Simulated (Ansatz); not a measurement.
**AlNH4O2 (SMILES [NH2][Al]([OH])[OH]): B3LYP/6-31G(d) (spherical functions)**

What is the electronic atomisation energy of AlNH4O2 at B3LYP/6-31G* (spherical functions)? 

Program for the calculation: Ansatz 0.2.0.

50 further runs of the same task are left out: 50 set aside as unsound or not needed.

### Step 1. The structure to begin with

The species is AlNH4O2 (8 atoms), meant as a singlet with charge 0. SMILES: `[NH2][Al]([OH])[OH]`. The coordinates come from a PBE0-D4/def2-TZVP relaxation. This is one conformer, not always the lowest.

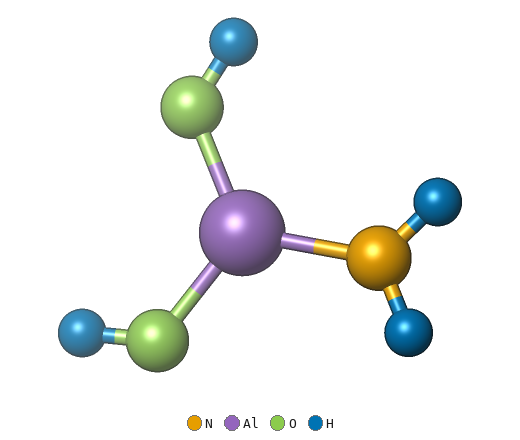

Viewed from a chosen angle; nitrogen amber, aluminium purple, oxygen green, hydrogen blue.

### Step 2. The energy at B3LYP/6-31G(d) (spherical functions)

molecule.yaml

```yaml
crystal:
  periodic: [false, false, false]
  atoms:
    - {symbol: N, position_ang: [-0.453400, 1.370900, 0.159000]}
    - {symbol: Al, position_ang: [0.021900, -0.314300, -0.015200]}
    - {symbol: O, position_ang: [1.569400, -0.806100, -0.500900]}
    - {symbol: O, position_ang: [-1.140100, -1.496100, 0.324200]}
    - {symbol: H, position_ang: [0.132800, 2.170000, -0.009000]}
    - {symbol: H, position_ang: [-1.372600, 1.662000, 0.447700]}
    - {symbol: H, position_ang: [2.287000, -0.213800, -0.712700]}
    - {symbol: H, position_ang: [-0.952800, -2.429800, 0.251200]}
basis:
  gaussian: {orbitals: 6-31G_st_-spherical.json}
magnetization: {spin_polarized: false}
hamiltonian: {xc: {name: B3LYP}}
output: {orbitals: {seedname: orbitals}}
accuracy: high
```

The basis set 6-31G* is read from a file made from the Basis Set Exchange's data (not shown).

Run with:

```
ansatz run molecule.yaml --threads 1 --pin off --max-ram 3480MiB --events-out events.jsonl --progress --plain --runs-dir runs
```

Output:

```text
Warning: RAYON_NUM_THREADS=1 ignored (pool sized by the plan → 1); use --threads N
Functional definition: B3LYP
  name "B3LYP"
  parameter a0 = 0.2
  parameter ax = 0.72
  parameter ac = 0.81
  exchange = (1 - a0 - ax)*slater_x + ax*b88_x + a0*exact_x
  correlation = (1 - ac)*vwn_rpa_c + ac*lyp_c
1487 factors; integrals over basis functions are off by at most 6.8e-9 eV
mean field evaluation 1: about -12233.6794 eV, gradient 9.3e1 eV
mean field evaluation 2: about -12210.0312 eV, gradient 1.4e2 eV
mean field evaluation 4: about -12249.2791 eV, gradient 6.4e0 eV
mean field evaluation 8: about -12249.5051 eV, gradient 1.2e-1 eV
mean field evaluation 16: about -12249.5051 eV, gradient 4.2e-6 eV
mean field -12249.50513742 eV, -450.1610107875 hartree, gradient 1.8e-8 eV, S^2 0.000000; 0 other end points of the search recorded, 0 dependent functions left out
reference -12249.50517757 eV, -450.1610122630 hartree; 20, 20 occupied and 48, 48 virtual orbitals, 1487 factors
Total energy: -12249.50517757 eV, -450.1610122630 hartree
```

Run time: 4.8 s. Hardware: 1 thread of Arm Neoverse V2, shared host; peak memory 0.2 GiB.

### Step 3. The Al atom at the same level

input.yaml

```yaml
crystal:
  periodic: [false, false, false]
  atoms:
    - symbol: Al
      position_ang: [0.000000, 0.000000, 0.000000]
basis:
  gaussian: {orbitals: 6-31G_st_-spherical.json}
total_charge: 0
magnetization: {spin_polarized: true, initial_magnetization: 1}
hamiltonian: {xc: {name: B3LYP}}
accuracy: high
```

The basis set 6-31G* is read from a file made from the Basis Set Exchange's data (not shown).

Run with:

```
ansatz run input.yaml --threads 1 --pin off --max-ram 3480MiB --events-out events.jsonl --progress --plain --runs-dir runs
```

Output:

```text
Warning: RAYON_NUM_THREADS=1 ignored (pool sized by the plan → 1); use --threads N
Functional definition: B3LYP
  name "B3LYP"
  parameter a0 = 0.2
  parameter ax = 0.72
  parameter ac = 0.81
  exchange = (1 - a0 - ax)*slater_x + ax*b88_x + a0*exact_x
  correlation = (1 - ac)*vwn_rpa_c + ac*lyp_c
140 factors; integrals over basis functions are off by at most 3.7e-9 eV
mean field evaluation 1: about -6595.0986 eV, gradient 1.4e0 eV
mean field evaluation 2: about -6595.1270 eV, gradient 3.0e-1 eV
mean field evaluation 4: about -6595.1290 eV, gradient 8.2e-2 eV
mean field evaluation 8: about -6595.1290 eV, gradient 6.5e-5 eV
mean field evaluation 16: about -6595.1305 eV, gradient 6.3e-2 eV
mean field -6595.12904725 eV, -242.3665221476 hartree, gradient 8.4e-8 eV, S^2 0.752145; 1 other end points of the search recorded, 0 dependent functions left out
reference -6595.12906861 eV, -242.3665229324 hartree; 7, 6 occupied and 11, 12 virtual orbitals, 140 factors
Total energy: -6595.12906861 eV, -242.3665229324 hartree
```

Run time: 0.96 s. Hardware: 1 thread of Arm Neoverse V2, shared host.

### Step 4. The H atom at the same level

job.yaml

```yaml
basis:
  gaussian:
    orbitals: "6-31G*"
crystal:
  periodic: [false, false, false]
  atoms:
    - {symbol: H, position_ang: [0.000000, 0.000000, 0.000000]}
total_charge: 0
magnetization:
  spin_polarized: true
  initial_magnetization: 1
hamiltonian:
  xc: {name: B3LYP}
accuracy: high
```

Run the same way, it converges to -0.50027 Eh (log not shown).

### Step 5. The N atom at the same level

run.yaml

```yaml
crystal:
  periodic: [false, false, false]
  atoms:
    - symbol: "N"
      position_ang: [0.000000, 0.000000, 0.000000]
basis:
  gaussian: {orbitals: 6-31G_st_-spherical.json}
accuracy: high
hamiltonian: {xc: {name: B3LYP}}
magnetization: {spin_polarized: true, initial_magnetization: 3}
```

The basis set 6-31G* is read from a file made from the Basis Set Exchange's data (not shown).

Run the same way, it converges to -54.58288 Eh (log not shown).

### Step 6. The O atom, same level

job.yaml

```yaml
crystal:
  periodic: [false, false, false]
  atoms:
    - {symbol: O, position_ang: [0.000000, 0.000000, 0.000000]}
basis:
  gaussian:
    orbitals: 6-31G_st_-spherical.json
magnetization:
  spin_polarized: true
  initial_magnetization: 2
hamiltonian:
  xc: {name: B3LYP}
accuracy: high
```

The basis set 6-31G* is read from a file made from the Basis Set Exchange's data (not shown).

Run the same way, it converges to -75.05940 Eh (log not shown).

### Step 7. Outcome

Level: B3LYP/6-31G* (spherical functions).

| quantity | value |
| --- | --- |
| molecule: total energy | -450.16101 Eh |
| molecule: HOMO energy | -6.65 eV |
| molecule: LUMO energy | -0.12 eV |
| molecule: HOMO–LUMO gap | 6.53 eV |
| Al atom: total energy | -242.36652 Eh |
| Al atom: ⟨S²⟩ | 0.752 |
| H atom: total energy | -0.50027 Eh |
| H atom: ⟨S²⟩ | 0.750 |
| N atom: total energy | -54.58288 Eh |
| N atom: ⟨S²⟩ | 3.752 |
| O atom: total energy | -75.05940 Eh |
| O atom: ⟨S²⟩ | 2.002 |
| electronic atomisation energy | 29.707 eV |

**Reading.** Taking the molecule apart into free atoms costs 29.71 eV (685 kcal/mol), before zero-point energy and without spin-orbit coupling.
